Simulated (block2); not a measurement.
# doublet C2H2O+: a first try and a second

Wanted: a single-point energy of doublet C2H2O+, DMRG/STO-6G (reverse schedule (180, 150, 120, 90), start occupation bias 0.2).

Program for the calculation: block2 0.5.4.

## 1. The structure to begin with

C2H2O+: 5 atoms, total charge +1, spin state doublet. SMILES of the parent species: `C#CO`. The shape is that of a PBE0-D4/def2-TZVP optimisation. That shape belongs to the parent species and isn't relaxed for this state.

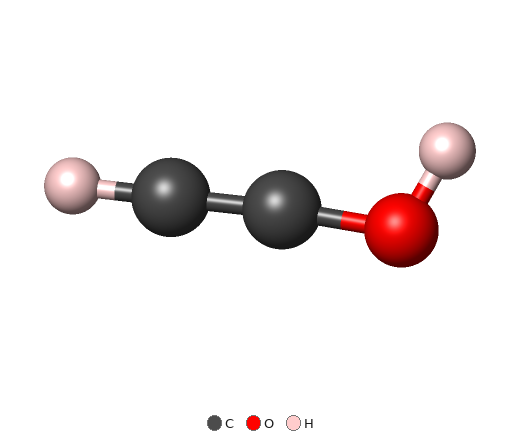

Viewed from a chosen angle; carbon dark grey, oxygen red, hydrogen pink.

## 2. Try one

File run_dmrg.py:

```python
import numpy as np
from pyscf import gto, mcscf, mp, scf
from pyblock2._pyscf.ao2mo import integrals as itg
from pyblock2.driver.core import DMRGDriver, SymmetryTypes

geom = """
C     -1.027960     0.038650    -0.424070
C      0.009820    -0.053000     0.166870
O      1.097770    -0.176120     0.869910
H     -1.945390     0.121870    -0.953240
H      1.865760     0.068610     0.340550
"""
mol = gto.M(
    atom=geom,
    basis="sto-6g",
    charge=1,
    spin=1,
    verbose=3,
    max_memory=2000,
)
print("basis functions = %d" % (mol.nao))
mf = scf.ROHF(mol)
mf.conv_tol = 1e-10
mf.max_cycle = 200
mf.kernel()
if not mf.converged:
    mf = mf.newton().run(mf.mo_coeff, mf.mo_occ)
print(f"SCF energy = {mf.e_tot:.10f}")
# rotate to MP2 natural orbitals
occ_no, mo = mcscf.addons.make_natural_orbitals(mp.MP2(mf.to_uhf(), frozen=3).run())
mf.mo_coeff = mo
ncas, n_elec, spin, ecore, h1e, g2e, orb_sym = itg.get_rhf_integrals(mf, ncore=3, ncas=14, pg_symm=False, g2e_symm=1)
drv = DMRGDriver(scratch="./tmp", symm_type=SymmetryTypes.SU2, stack_mem=1500 << 20, n_threads=1)
# order the orbitals along the chain
idx = drv.orbital_reordering(h1e, g2e, method="gaopt")
print("orbital order:", idx.tolist())
h1e = h1e[np.ix_(idx, idx)]
g2e = g2e[np.ix_(idx, idx, idx, idx)]
orb_sym = np.array(orb_sym)[idx]
drv.initialize_system(n_sites=ncas, n_elec=n_elec, spin=spin, orb_sym=orb_sym)
mpo = drv.get_qc_mpo(h1e=h1e, g2e=g2e, ecore=ecore, iprint=1)
occs = np.array([1.8] * 7 + [1.0] * 1 + [0.2] * 6)[idx]
mps = drv.get_random_mps(tag="GS", bond_dim=50, nroots=1, occs=occs)
bond_dims = [50] * 4 + [100] * 4 + [200] * 3
noises = [0.0001] * 4 + [0.0001] * 4 + [1e-05] * 3 + [0]
thrds = [0.1] * 11
e = drv.dmrg(mpo, mps, n_sweeps=17, tol=1e-07, bond_dims=bond_dims, noises=noises, thrds=thrds, iprint=1)
ms, dws, es = drv.get_dmrg_results()
print("max discarded weight = %.3e" % (dws[-1]))
print("total energy = %.10f" % (e))
dm1 = drv.get_1pdm(mps)
print("natural occupations =", np.round(np.linalg.eigvalsh(dm1)[::-1], 5).tolist())
c_act = mf.mo_coeff[:, 3:17][:, idx]
dm_ao = c_act @ dm1 @ c_act.T + 2 * mf.mo_coeff[:, :3] @ mf.mo_coeff[:, :3].T
print("dipole moment (debye) =", np.round(scf.hf.dip_moment(mol, dm_ao, verbose=0), 4).tolist())
print(f"largest bipartite entropy = {max(drv.get_bipartite_entanglement(mps)):.4f}")
```

Run with:

```console
$ python run_dmrg.py
```

Standard output:

```text
basis functions = 17
converged SCF energy = -150.865274975254
SCF energy = -150.8652749753
E(UMP2) = -151.031051138674  E_corr = -0.165776163419697
E(SCS-UMP2) = -151.032475887474  E_corr = -0.16720091222006
orbital order: [6, 8, 13, 1, 12, 2, 10, 4, 9, 7, 3, 0, 5, 11]
integral symmetrize error =  0.0
integral cutoff error =  0.0
mpo terms =      22165

[... 50 lines left out ...]
Sweep =   10 | Direction =  forward | Bond dimension =  200 | Noise =  1.00e-05 | Dav threshold =  1.00e-01
Time elapsed =     26.791 | E =    -151.0255766876 | DE = 4.65e-10 | DW = 7.82674e-09

Sweep =   11 | Direction = backward | Bond dimension =  200 | Noise =  0.00e+00 | Dav threshold =  1.00e-08
Time elapsed =     44.683 | E =    -151.0761872165 | DE = -5.06e-02 | DW = 9.95898e-06

Sweep =   12 | Direction =  forward | Bond dimension =  200 | Noise =  0.00e+00 | Dav threshold =  1.00e-08
Time elapsed =     57.899 | E =    -151.0763056900 | DE = -1.18e-04 | DW = 1.71483e-05

Sweep =   13 | Direction = backward | Bond dimension =  200 | Noise =  0.00e+00 | Dav threshold =  1.00e-08
Time elapsed =     69.441 | E =    -151.0763425718 | DE = -3.69e-05 | DW = 1.74899e-05

Sweep =   14 | Direction =  forward | Bond dimension =  200 | Noise =  0.00e+00 | Dav threshold =  1.00e-08
Time elapsed =     81.126 | E =    -151.0763464050 | DE = -3.83e-06 | DW = 1.74964e-05

Sweep =   15 | Direction = backward | Bond dimension =  200 | Noise =  0.00e+00 | Dav threshold =  1.00e-08
Time elapsed =     92.403 | E =    -151.0763466472 | DE = -2.42e-07 | DW = 1.75082e-05

Sweep =   16 | Direction =  forward | Bond dimension =  200 | Noise =  0.00e+00 | Dav threshold =  1.00e-08
Time elapsed =    104.070 | E =    -151.0763467517 | DE = -1.04e-07 | DW = 1.75024e-05

ATTENTION: DMRG is not converged to desired tolerance of 1.00000e-07
max discarded weight = 1.750e-05
total energy = -151.0763467517
natural occupations = [1.99538, 1.98077, 1.97705, 1.97648, 1.96693, 1.93736, 1.91791, 1.00503, 0.08647, 0.05997, 0.0415, 0.02272, 0.02216, 0.01027]
dipole moment (debye) = [1.3958, 0.2791, -0.4496]
largest bipartite entropy = 0.4698
```

Run time: 1.8 min. Hardware: 1 thread of Arm Neoverse V2, shared host; peak memory 0.49 GiB.

## 3. Reading the log

The run stopped without converging.

The log says `ATTENTION: DMRG is not converged to desired tolerance of 1.00000e-07`. The fault: the convergence setting is far too loose. Among its listed settings the sound run differs in this, and the input shows the rest: davidson tol 0.0001 in place of 0.1.

## 4. The mended input

File block2_dmrg.py:

```python
import numpy as np
from pyscf import gto, mcscf, mp, scf
from pyblock2._pyscf.ao2mo import integrals as itg
from pyblock2.driver.core import DMRGDriver, SymmetryTypes
from scipy.stats import linregress

geom = """
C     -1.027960     0.038650    -0.424070
C      0.009820    -0.053000     0.166870
O      1.097770    -0.176120     0.869910
H     -1.945390     0.121870    -0.953240
H      1.865760     0.068610     0.340550
"""
mol = gto.M(
    atom=geom,
    basis="sto-6g",
    charge=1,
    spin=1,
    verbose=3,
)
print("basis functions: %d" % (mol.nao))
mf = scf.ROHF(mol)
mf.conv_tol = 1e-10
mf.max_cycle = 200
mf.kernel()
if not mf.converged:
    mf = mf.newton().run(mf.mo_coeff, mf.mo_occ)
print("E(HF): %.10f" % (mf.e_tot))
occ_no, mo = mcscf.addons.make_natural_orbitals(mp.MP2(mf.to_uhf(), frozen=3).run())
mf.mo_coeff = mo
ncas, n_elec, spin, ecore, h1e, g2e, orb_sym = itg.get_rhf_integrals(mf, ncore=3, ncas=14, pg_symm=False, g2e_symm=1)
driver = DMRGDriver(scratch="./tmp", symm_type=SymmetryTypes.SU2, stack_mem=1500 << 20, n_threads=1)
idx = driver.orbital_reordering(h1e, g2e, method="gaopt")
print("orbital order:", idx.tolist())
h1e = h1e[np.ix_(idx, idx)]
g2e = g2e[np.ix_(idx, idx, idx, idx)]
orb_sym = np.array(orb_sym)[idx]
driver.initialize_system(n_sites=ncas, n_elec=n_elec, spin=spin, orb_sym=orb_sym)
mpo = driver.get_qc_mpo(h1e=h1e, g2e=g2e, ecore=ecore, iprint=0)
occs = np.array([1.8] * 7 + [1.0] * 1 + [0.2] * 6)[idx]
ket = driver.get_random_mps(tag="GS", bond_dim=50, nroots=1, occs=occs)
bond_dims = [50] * 4 + [100] * 4 + [200] * 3
noises = [0.0001] * 4 + [0.0001] * 4 + [1e-05] * 3 + [0]
thrds = [0.0001] * 11
e = driver.dmrg(mpo, ket, n_sweeps=17, tol=1e-07, bond_dims=bond_dims, noises=noises, thrds=thrds, iprint=1)
ms, dws, es = driver.get_dmrg_results()
print("DW: %.3e" % (dws[-1]))
print(f"E(final): {e:.10f}")
dm1 = driver.get_1pdm(ket)
print("natural occupations:", np.round(np.linalg.eigvalsh(dm1)[::-1], 5).tolist())
c_act = mf.mo_coeff[:, 3:17][:, idx]
dm_ao = c_act @ dm1 @ c_act.T + 2 * mf.mo_coeff[:, :3] @ mf.mo_coeff[:, :3].T
print("dipole moment (debye):", np.round(scf.hf.dip_moment(mol, dm_ao, verbose=0), 4).tolist())
print(f"max block entropy: {max(driver.get_bipartite_entanglement(ket)):.4f}")
csf, coef = driver.get_csf_coefficients(ket, cutoff=0.05, iprint=1)
print(f"leading coefficient squared: {np.max(np.abs(coef)) ** 2:.4f}")
ket = driver.adjust_mps(ket, dot=2)[0]
back = [180, 150, 120, 90]
driver.dmrg(mpo, ket, n_sweeps=4 * len(back), tol=0, bond_dims=[m for m in back for _ in range(4)], noises=[0] * (4 * len(back)), thrds=[1e-9] * (4 * len(back)), iprint=1)
ms, dws, es = driver.get_dmrg_results()
ms, dws, es = ms[3::4], dws[3::4], np.array(es)[3::4, 0]
fit = linregress(dws, es)
print("M values:", np.round(ms, 1).tolist())
print("DW(M):", np.round(dws, 12).tolist())
print("E(M):", np.round(es, 9).tolist())
print(f"E(DW -> 0): {fit.intercept:.8f}")
print("error estimate: %.3e" % (abs(fit.intercept - es.min()) / 5))
```

Run with:

```console
$ python block2_dmrg.py
```

Standard output:

```text
basis functions: 17
converged SCF energy = -150.865274975254
E(HF): -150.8652749753
E(UMP2) = -151.031051138674  E_corr = -0.165776163419697
E(SCS-UMP2) = -151.032475887474  E_corr = -0.16720091222006
orbital order: [6, 8, 13, 1, 12, 2, 10, 4, 9, 7, 3, 0, 5, 11]

Sweep =    0 | Direction =  forward | Bond dimension =   50 | Noise =  1.00e-04 | Dav threshold =  1.00e-04
Time elapsed =      1.246 | E =    -151.0428164001 | DW = 3.06850e-05

Sweep =    1 | Direction = backward | Bond dimension =   50 | Noise =  1.00e-04 | Dav threshold =  1.00e-04
Time elapsed =      2.184 | E =    -151.0709242870 | DE = -2.81e-02 | DW = 1.73982e-04

Sweep =    2 | Direction =  forward | Bond dimension =   50 | Noise =  1.00e-04 | Dav threshold =  1.00e-04
Time elapsed =      3.110 | E =    -151.0721244977 | DE = -1.20e-03 | DW = 2.30211e-04

Sweep =    3 | Direction = backward | Bond dimension =   50 | Noise =  1.00e-04 | Dav threshold =  1.00e-04
Time elapsed =      4.017 | E =    -151.0723219567 | DE = -1.97e-04 | DW = 2.35832e-04

Sweep =    4 | Direction =  forward | Bond dimension =  100 | Noise =  1.00e-04 | Dav threshold =  1.00e-04
Time elapsed =      5.675 | E =    -151.0746171434 | DE = -2.30e-03 | DW = 3.53919e-05

[... 34 lines left out ...]
E(final): -151.0763483163
[... 1 line left out ...]
dipole moment (debye): [1.3958, 0.2791, -0.4495]
[... 3 lines left out ...]
Sum of weights of included CSF =    0.924081819337697
[... 39 lines left out ...]
Sweep =    8 | Direction =  forward | Bond dimension =  120 | Noise =  0.00e+00 | Dav threshold =  1.00e-09
Time elapsed =     81.420 | E =    -151.0760009935 | DE = 9.88e-05 | DW = 5.61120e-05

Sweep =    9 | Direction = backward | Bond dimension =  120 | Noise =  0.00e+00 | Dav threshold =  1.00e-09
Time elapsed =     86.270 | E =    -151.0757674943 | DE = 2.33e-04 | DW = 4.65804e-05

Sweep =   10 | Direction =  forward | Bond dimension =  120 | Noise =  0.00e+00 | Dav threshold =  1.00e-09
Time elapsed =     91.177 | E =    -151.0757702905 | DE = -2.80e-06 | DW = 4.36803e-05

Sweep =   11 | Direction = backward | Bond dimension =  120 | Noise =  0.00e+00 | Dav threshold =  1.00e-09
Time elapsed =     95.936 | E =    -151.0757702109 | DE = 7.96e-08 | DW = 4.32099e-05

Sweep =   12 | Direction =  forward | Bond dimension =   90 | Noise =  0.00e+00 | Dav threshold =  1.00e-09
Time elapsed =     99.711 | E =    -151.0756592643 | DE = 1.11e-04 | DW = 9.36582e-05

Sweep =   13 | Direction = backward | Bond dimension =   90 | Noise =  0.00e+00 | Dav threshold =  1.00e-09
Time elapsed =    102.653 | E =    -151.0751448063 | DE = 5.14e-04 | DW = 7.75887e-05

Sweep =   14 | Direction =  forward | Bond dimension =   90 | Noise =  0.00e+00 | Dav threshold =  1.00e-09
Time elapsed =    105.608 | E =    -151.0751535708 | DE = -8.76e-06 | DW = 7.01042e-05

Sweep =   15 | Direction = backward | Bond dimension =   90 | Noise =  0.00e+00 | Dav threshold =  1.00e-09
Time elapsed =    108.497 | E =    -151.0751541395 | DE = -5.69e-07 | DW = 6.98962e-05

M values: [180, 150, 120, 90]
DW(M): [2.1875084e-05, 3.1671738e-05, 4.3209852e-05, 6.9896185e-05]
E(M): [-151.076274946, -151.076099761, -151.075770211, -151.075154139]
E(DW -> 0): -151.07681476
error estimate: 1.080e-04
```

Run time: 3.5 min. Hardware: 1 thread of Arm Neoverse V2, shared host; peak memory 0.51 GiB.

## 5. What came out

At DMRG/STO-6G (reverse schedule (180, 150, 120, 90), start occupation bias 0.2):

| quantity | value |
| --- | --- |
| total energy | -151.07635 Eh |
